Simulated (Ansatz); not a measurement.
# CH6NOSbSi: geometry relaxation

- system: CH6NOSbSi, SMILES [SiH3]OC=[N][SbH2]
- method: RKS PBE-D4/def2-SVP (Ansatz 0.2.0)

The geometry: force-field start. Figures and captions count atoms from 1; the log counts them from 0 in places.

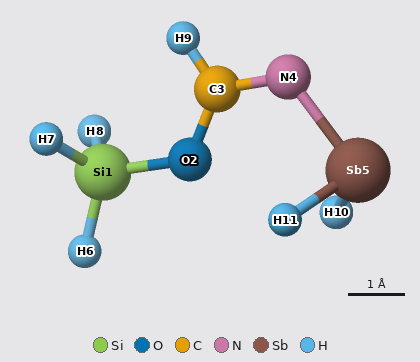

*The starting structure (ball-and-stick view, seen at a tilt; atoms are numbered from 1 in the order of the input). Sticks mark near contacts.*

## Results in brief

| quantity | value |
| --- | --- |
| outcome | converged |
| total energy | −19071.1609 eV |
| mean-field energy | −19070.8796 eV |
| dispersion energy | −0.2814 eV |
| SCF solution under orbital rotations | stable |
| largest force (length of the vector) at the end | 0.011 eV/Å |
| dipole moment | 2.11 D |
| hardware | 4 threads of Arm Neoverse V1, 23 GiB of memory available, shared host |
| wall time | 15 s (CPU time 52 s) |
| peak memory | 0.19 GiB |

## Input
```yaml
crystal:
  periodic: [false, false, false]
  atoms:
    - {symbol: Si, position_ang: [-1.718800, 0.701400, 0.208000]}
    - {symbol: O, position_ang: [-0.225500, -0.035300, 0.013100]}
    - {symbol: C, position_ang: [0.925100, 0.707400, -0.061200]}
    - {symbol: N, position_ang: [2.173900, 0.123500, -0.186600]}
    - {symbol: Sb, position_ang: [2.305500, -1.979600, -0.340300]}
    - {symbol: H, position_ang: [-2.827000, -0.256700, 0.229200]}
    - {symbol: H, position_ang: [-1.757500, 1.516700, 1.453900]}
    - {symbol: H, position_ang: [-1.957000, 1.670800, -0.944900]}
    - {symbol: H, position_ang: [0.935900, 1.803700, 0.060100]}
    - {symbol: H, position_ang: [0.999100, -2.079900, -1.474800]}
    - {symbol: H, position_ang: [1.211700, -2.229000, 1.064100]}
basis:
  gaussian: {orbitals: def2-SVP}
hamiltonian: {xc: pbe, dispersion: d4}
relax: {f_tol: 0.03, max_steps: 200}
```

Launch command:
```bash
ansatz run in.yaml --threads 4 --pin off --events-out ev --progress --plain --max-ram 10444MiB
```

## What the program printed
```
Functional definition: PBE
  name "PBE"
  cite "Perdew, Burke & Ernzerhof, Phys. Rev. Lett. 77, 3865 (1996) doi:10.1103/PhysRevLett.77.3865"
  parent pbe
  parameter kappa = 0.804
  parameter beta = 0.06672455060314922
  exchange = pbe_x(kappa = kappa, mu = beta*pi^2/3)
  correlation = pbe_c(beta = beta)
1333 factors; their error is unknown
mean field evaluation 1: about -19062.3155 eV, gradient 6.0e1 eV
mean field evaluation 2: about -18970.9002 eV, gradient 1.5e2 eV
mean field evaluation 4: about -19069.6116 eV, gradient 1.8e1 eV
mean field evaluation 8: about -19070.4039 eV, gradient 4.2e-1 eV
mean field evaluation 16: about -19070.3346 eV, gradient 8.8e-4 eV
mean field -19070.33458819 eV, -700.8218697789 hartree, gradient 3.6e-5 eV, S^2 0.000000; 0 other end points of the search recorded, 0 dependent functions left out
the calculation of the forces begins
reference -19070.33462989 eV, -700.8218713115 hartree; 32, 32 occupied and 84, 84 virtual orbitals, 1333 factors
relax step   1: F+E_penalty+E_count = -19070.61669668 eV  Δ(F+E_penalty+E_count) = +0.000e0 eV  max|allowed force component| = 5.013e0 eV/Å  Δτ_max = 0.0000 Å  (31 SCF iters, accepted)
these checks for a lower state are left out or cut short: starts, cluster_reference, orbital_swaps, neighbouring_geometries, increment
1333 factors; their error is unknown
mean field -19070.67307533 eV, -700.8343089517 hartree, gradient 2.3e-5 eV, S^2 0.000000; 0 other end points of the search recorded, 0 dependent functions left out
the calculation of the forces begins
reference -19070.67311679 eV, -700.8343104755 hartree; 32, 32 occupied and 84, 84 virtual orbitals, 1333 factors
relax step   2: F+E_penalty+E_count = -19070.95924797 eV  Δ(F+E_penalty+E_count) = -3.426e-1 eV  max|allowed force component| = 2.338e0 eV/Å  Δτ_max = 0.1936 Å  (30 SCF iters, accepted)
these checks for a lower state are left out or cut short: starts, cluster_reference, orbital_swaps, neighbouring_geometries, increment
1333 factors; their error is unknown
mean field evaluation 32: about -19070.8244 eV, gradient 2.7e-4 eV
mean field -19070.82435704 eV, -700.8398684522 hartree, gradient 7.2e-6 eV, S^2 0.000000; 0 other end points of the search recorded, 0 dependent functions left out
the calculation of the forces begins
reference -19070.82439863 eV, -700.8398699804 hartree; 32, 32 occupied and 84, 84 virtual orbitals, 1333 factors
relax step   3: F+E_penalty+E_count = -19071.10753387 eV  Δ(F+E_penalty+E_count) = -1.483e-1 eV  max|allowed force component| = 1.264e0 eV/Å  Δτ_max = 0.0837 Å  (31 SCF iters, accepted)
these checks for a lower state are left out or cut short: starts, cluster_reference, orbital_swaps, neighbouring_geometries, increment
1333 factors; their error is unknown
mean field -19070.87623105 eV, -700.8417747870 hartree, gradient 1.8e-5 eV, S^2 0.000000; 0 other end points of the search recorded, 0 dependent functions left out
the calculation of the forces begins
reference -19070.87627267 eV, -700.8417763164 hartree; 32, 32 occupied and 84, 84 virtual orbitals, 1333 factors
relax step   4: F+E_penalty+E_count = -19071.15762454 eV  Δ(F+E_penalty+E_count) = -5.009e-2 eV  max|allowed force component| = 1.960e-1 eV/Å  Δτ_max = 0.0551 Å  (31 SCF iters, accepted)
these checks for a lower state are left out or cut short: starts, cluster_reference, orbital_swaps, neighbouring_geometries, increment
1333 factors; their error is unknown
mean field -19070.87421982 eV, -700.8417008757 hartree, gradient 1.2e-5 eV, S^2 0.000000; 0 other end points of the search recorded, 0 dependent functions left out
the calculation of the forces begins
reference -19070.87426148 eV, -700.8417024065 hartree; 32, 32 occupied and 84, 84 virtual orbitals, 1333 factors
relax step   5: F+E_penalty+E_count = -19071.15494982 eV  Δ(F+E_penalty+E_count) = +2.675e-3 eV  max|allowed force component| = 2.113e-1 eV/Å  Δτ_max = 0.0421 Å  (31 SCF iters, rejected (line search))
these checks for a lower state are left out or cut short: starts, cluster_reference, orbital_swaps, neighbouring_geometries, increment
1333 factors; their error is unknown
mean field -19070.87941935 eV, -700.8418919547 hartree, gradient 1.2e-5 eV, S^2 0.000000; 0 other end points of the search recorded, 0 dependent functions left out
the calculation of the forces begins
reference -19070.87946104 eV, -700.8418934867 hartree; 32, 32 occupied and 84, 84 virtual orbitals, 1333 factors
relax step   6: F+E_penalty+E_count = -19071.16052086 eV  Δ(F+E_penalty+E_count) = -2.896e-3 eV  max|allowed force component| = 7.291e-2 eV/Å  Δτ_max = 0.0211 Å  (32 SCF iters, accepted)
these checks for a lower state are left out or cut short: starts, cluster_reference, orbital_swaps, neighbouring_geometries, increment
1333 factors; their error is unknown
mean field -19070.87956919 eV, -700.8418974614 hartree, gradient 1.2e-5 eV, S^2 0.000000; 0 other end points of the search recorded, 0 dependent functions left out
the calculation of the forces begins
reference -19070.87961088 eV, -700.8418989934 hartree; 32, 32 occupied and 84, 84 virtual orbitals, 1333 factors
relax step   7: F+E_penalty+E_count = -19071.16082911 eV  Δ(F+E_penalty+E_count) = -3.082e-4 eV  max|allowed force component| = 4.485e-2 eV/Å  Δτ_max = 0.0239 Å  (33 SCF iters, accepted)
these checks for a lower state are left out or cut short: starts, cluster_reference, orbital_swaps, neighbouring_geometries, increment
1333 factors; their error is unknown
mean field evaluation 64: about -19070.9412 eV, gradient 2.6e-1 eV
mean field -19070.87953994 eV, -700.8418963862 hartree, gradient 1.8e-5 eV, S^2 0.000000; 0 other end points of the search recorded, 0 dependent functions left out
the calculation of the forces begins
reference -19070.87958162 eV, -700.8418979182 hartree; 32, 32 occupied and 84, 84 virtual orbitals, 1333 factors
relax step   8: F+E_penalty+E_count = -19071.16089957 eV  Δ(F+E_penalty+E_count) = -7.046e-5 eV  max|allowed force component| = 1.054e-2 eV/Å  Δτ_max = 0.0041 Å  (24 SCF iters, accepted)
```

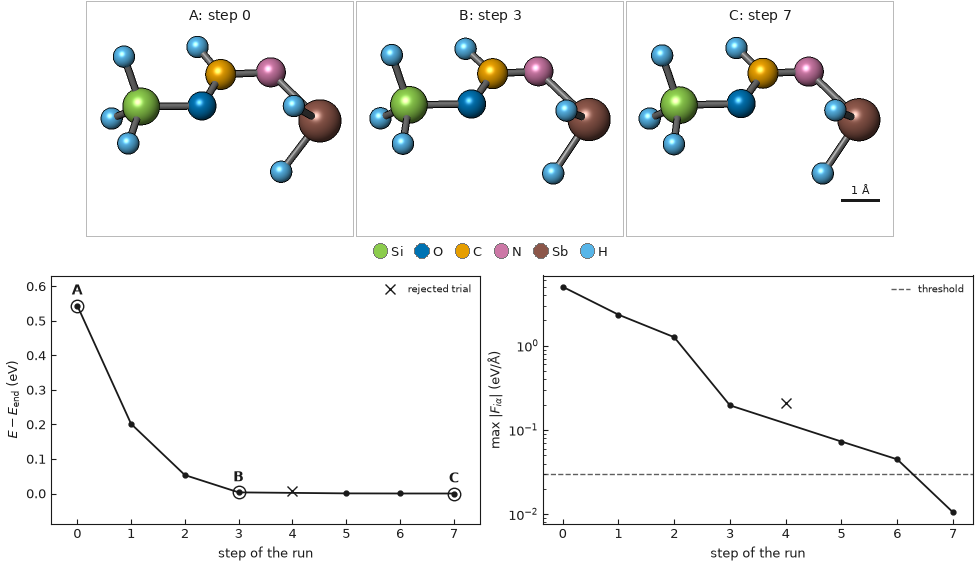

*Frames of the relaxation (ball-and-stick view, seen at a tilt) above the curves, on which the letters mark them (the first geometry is step 0 here and step 1 in the log).*

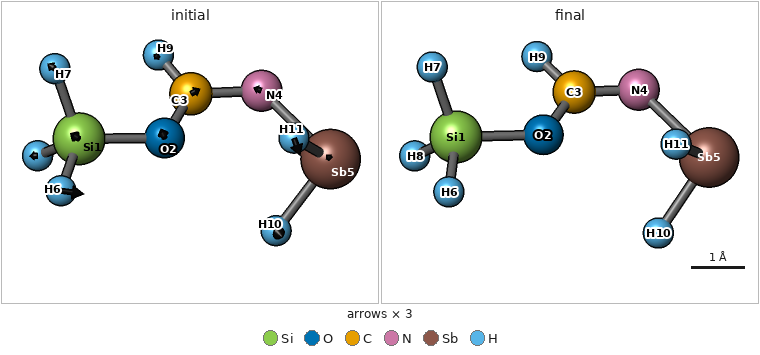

*Before (left) and after (right) the relaxation, at one scale (ball-and-stick view, seen at a tilt). The black arrows give the displacements, magnified 3 times.*

H6 moves most after the best rigid fit: 0.15 Å. By element the largest moves are H 0.15 Å, Si 0.08 Å, O 0.08 Å, C 0.07 Å, N 0.06 Å, Sb 0.04 Å. Among the contacts that change: C3–N4 1.384 → 1.268 Å, Sb5–H11 1.797 → 1.745 Å, Si1–O2 1.677 → 1.710 Å, Si1–H6 1.465 → 1.495 Å. Among the angles that change: O2–C3–H9 122.7° → 114.1°, O2–Si1–H6 112.8° → 104.8°, N4–C3–H9 114.9° → 119.5°. After 7 geometry steps the energy has fallen by 0.544 eV. Largest force component: 5 eV/Å at the start, 0.011 eV/Å at the end. The line search rejected the trial step at point 4 (counted from 0) and went back. (Atoms are counted from 1 in the order of the input.)

```
1333 factors; their error is unknown
mean field -19070.87953994 eV, -700.8418963862 hartree, gradient 1.8e-5 eV, S^2 0.000000; 1 other end points of the search recorded, 0 dependent functions left out
the calculation of the forces begins
reference -19070.87958162 eV, -700.8418979182 hartree; 32, 32 occupied and 84, 84 virtual orbitals, 1333 factors
Total energy: -19071.16094125 eV, -700.8522376939 hartree
Atom 0 at    -1.732861     0.781928     0.200575 Å, force     0.002802    -0.002548    -0.000934 eV/Å
Atom 1 at    -0.202688     0.038734     0.024764 Å, force     0.003552     0.005404    -0.000755 eV/Å
Atom 2 at     0.993171     0.695972    -0.042265 Å, force     0.001235    -0.010543    -0.000446 eV/Å
Atom 3 at     2.137284     0.165195    -0.175093 Å, force    -0.000929     0.000236     0.000448 eV/Å
Atom 4 at     2.289973    -1.950445    -0.314460 Å, force    -0.001505     0.002907     0.000171 eV/Å
Atom 5 at    -2.708208    -0.350755     0.212324 Å, force    -0.000967    -0.000510     0.000209 eV/Å
Atom 6 at    -1.792150     1.554634     1.488620 Å, force     0.000017     0.001395     0.001191 eV/Å
Atom 7 at    -1.998022     1.706906    -0.954370 Å, force    -0.000673     0.001409    -0.000365 eV/Å
Atom 8 at     0.907050     1.808415     0.031307 Å, force    -0.003771     0.003771     0.000362 eV/Å
Atom 9 at     0.977745    -2.181462    -1.441249 Å, force     0.000227    -0.000739    -0.000409 eV/Å
Atom 10 at     1.194107    -2.326122     0.990447 Å, force     0.000013    -0.000781     0.000528 eV/Å
Dipole moment:    -0.432437     0.066816     0.041654 e Å
```

## Trajectory as extended XYZ (Å, eV, eV/Å), 8 frames, from step=1 to step=8
```
11
Properties=species:S:1:pos:R:3:forces:R:3 step=1 energy=-19070.61670
Si   -1.7188    0.7014    0.2080   -0.8603   1.4468  -0.4137
O    -0.2255   -0.0353    0.0131    1.0523   0.4549  -0.1196
C     0.9251    0.7074   -0.0612    5.0132  -3.7895  -0.2621
N     2.1739    0.1235   -0.1866   -4.4243   2.7360   0.3451
Sb    2.3055   -1.9796   -0.3403   -0.3902   0.1272   0.5890
H    -2.8270   -0.2567    0.2292   -0.1740  -0.6614   0.0000
H    -1.7575    1.5167    1.4539    0.0963   0.0427   0.2912
H    -1.9570    1.6708   -0.9449    0.0923  -0.2430   0.1782
H     0.9359    1.8037    0.0601   -0.5188   0.2162  -0.0470
H     0.9991   -2.0799   -1.4748   -0.1711  -0.2051  -0.0205
H     1.2117   -2.2290    1.0641    0.2845  -0.1247  -0.5407
11
Properties=species:S:1:pos:R:3:forces:R:3 step=2 energy=-19070.95925
Si   -1.6950    0.7322    0.1908   -0.6567   0.4858   0.0196
O    -0.1776   -0.0028    0.0383    0.6051   0.1564   0.3118
C     0.9769    0.7249    0.0370    2.1974  -0.4945  -1.5951
N     2.1756    0.2455   -0.1893   -2.3384   0.5366   0.8967
Sb    2.2416   -1.8742   -0.3018    0.4357  -0.5521  -0.5345
H    -2.7366   -0.3366    0.2110    0.0912  -0.1447  -0.0358
H    -1.7415    1.5056    1.4765   -0.0096   0.0465   0.0131
H    -1.9279    1.6600   -0.9779    0.0273  -0.0674   0.1009
H     0.8981    1.8461   -0.0119   -0.3528  -0.2791   0.4202
H     0.8924   -2.1891   -1.3927    0.1919   0.1901   0.0203
H     1.1594   -2.3687    0.9407   -0.1912   0.1224   0.3826
11
Properties=species:S:1:pos:R:3:forces:R:3 step=3 energy=-19071.10753
Si   -1.7166    0.7680    0.1964   -0.3948   0.0862   0.0577
O    -0.2025    0.0060    0.0414    0.3590   0.1794  -0.0878
C     0.9631    0.7100   -0.0442    1.2641   0.0262   0.0678
N     2.1465    0.2180   -0.1682   -1.2107   0.1042   0.0804
Sb    2.2776   -1.9102   -0.3037    0.1842  -0.1502  -0.3841
H    -2.7342   -0.3340    0.2179    0.0990   0.0332  -0.0129
H    -1.7537    1.5414    1.4861   -0.0264   0.0287  -0.0470
H    -1.9462    1.6803   -0.9779   -0.0099   0.0063   0.0521
H     0.8943    1.8394    0.0318   -0.2930  -0.4999  -0.0574
H     0.9418   -2.1976   -1.4154    0.1738   0.1166   0.0627
H     1.1952   -2.3784    0.9565   -0.1453   0.0694   0.2686
11
Properties=species:S:1:pos:R:3:forces:R:3 step=4 energy=-19071.15762
Si   -1.7302    0.7885    0.2039    0.0447  -0.0460  -0.0152
O    -0.2097    0.0090    0.0388   -0.1316   0.1145   0.0152
C     0.9735    0.6838   -0.0368    0.1382   0.1870   0.0039
N     2.1285    0.1740   -0.1655   -0.0540  -0.0423  -0.0350
Sb    2.3064   -1.9415   -0.3229   -0.0336   0.0021   0.0229
H    -2.7239   -0.3248    0.2187   -0.0309  -0.0320   0.0012
H    -1.7883    1.5751    1.4839    0.0262  -0.0118  -0.0023
H    -1.9702    1.7084   -0.9601    0.0072   0.0009  -0.0054
H     0.8746    1.8034    0.0233   -0.0146  -0.1960   0.0117
H     0.9882   -2.1867   -1.4431    0.0258   0.0186   0.0078
H     1.2166   -2.3461    0.9805    0.0226   0.0050  -0.0048
11
Properties=species:S:1:pos:R:3:forces:R:3 step=5 energy=-19071.15495 accepted=F
Si   -1.7414    0.7865    0.1964   -0.0710   0.1017   0.0414
O    -0.2222    0.0370    0.0276    0.1774  -0.2113  -0.0171
C     0.9757    0.6885   -0.0403   -0.0388   0.1748  -0.0482
N     2.1190    0.1670   -0.2060    0.0191  -0.0217   0.1256
Sb    2.3108   -1.9446   -0.3133   -0.0368  -0.0144  -0.0809
H    -2.7413   -0.3261    0.2090    0.0264   0.0066  -0.0052
H    -1.7686    1.5565    1.4853   -0.0649   0.0271   0.0236
H    -1.9788    1.7193   -0.9574   -0.0398   0.0035  -0.0051
H     0.8880    1.8019    0.0610    0.0195  -0.0741  -0.0413
H     0.9994   -2.2037   -1.4366    0.0163  -0.0238   0.0052
H     1.2247   -2.3393    0.9949   -0.0074   0.0317   0.0022
11
Properties=species:S:1:pos:R:3:forces:R:3 step=6 energy=-19071.16052
Si   -1.7343    0.7873    0.2017   -0.0003  -0.0141  -0.0013
O    -0.2097    0.0291    0.0323   -0.0160   0.0286   0.0013
C     0.9821    0.6932   -0.0392    0.0289  -0.0729  -0.0078
N     2.1285    0.1680   -0.1752   -0.0012   0.0112  -0.0003
Sb    2.2997   -1.9460   -0.3187    0.0073   0.0017   0.0012
H    -2.7203   -0.3361    0.2148   -0.0015   0.0025   0.0008
H    -1.7884    1.5665    1.4860   -0.0024  -0.0014   0.0023
H    -1.9842    1.7109   -0.9576   -0.0065   0.0010  -0.0021
H     0.8899    1.8046    0.0329    0.0002   0.0278   0.0040
H     0.9893   -2.1927   -1.4445   -0.0040   0.0076   0.0027
H     1.2129   -2.3418    0.9880   -0.0045   0.0080  -0.0006
11
Properties=species:S:1:pos:R:3:forces:R:3 step=7 energy=-19071.16083
Si   -1.7331    0.7825    0.2008   -0.0067   0.0096   0.0007
O    -0.2025    0.0402    0.0263   -0.0144  -0.0279  -0.0014
C     0.9937    0.6945   -0.0420    0.0152   0.0449   0.0012
N     2.1380    0.1645   -0.1756   -0.0002  -0.0213  -0.0006
Sb    2.2911   -1.9518   -0.3152   -0.0044   0.0141   0.0012
H    -2.7072   -0.3512    0.2125   -0.0004  -0.0005   0.0001
H    -1.7957    1.5567    1.4884    0.0051  -0.0054  -0.0047
H    -1.9998    1.7075   -0.9545    0.0049  -0.0060   0.0039
H     0.9080    1.8073    0.0314    0.0020  -0.0014  -0.0003
H     0.9780   -2.1811   -1.4409   -0.0007  -0.0029  -0.0036
H     1.1949   -2.3261    0.9895   -0.0003  -0.0032   0.0035
11
Properties=species:S:1:pos:R:3:forces:R:3 step=8 energy=-19071.16090
Si   -1.7329    0.7819    0.2006    0.0028  -0.0025  -0.0009
O    -0.2027    0.0387    0.0248    0.0036   0.0054  -0.0008
C     0.9932    0.6960   -0.0423    0.0012  -0.0105  -0.0004
N     2.1373    0.1652   -0.1751   -0.0009   0.0002   0.0004
Sb    2.2900   -1.9504   -0.3145   -0.0015   0.0029   0.0002
H    -2.7082   -0.3508    0.2123   -0.0010  -0.0005   0.0002
H    -1.7921    1.5546    1.4886    0.0000   0.0014   0.0012
H    -1.9980    1.7069   -0.9544   -0.0007   0.0014  -0.0004
H     0.9071    1.8084    0.0313   -0.0038   0.0038   0.0004
H     0.9777   -2.1815   -1.4412    0.0002  -0.0007  -0.0004
H     1.1941   -2.3261    0.9904    0.0000  -0.0008   0.0005
```
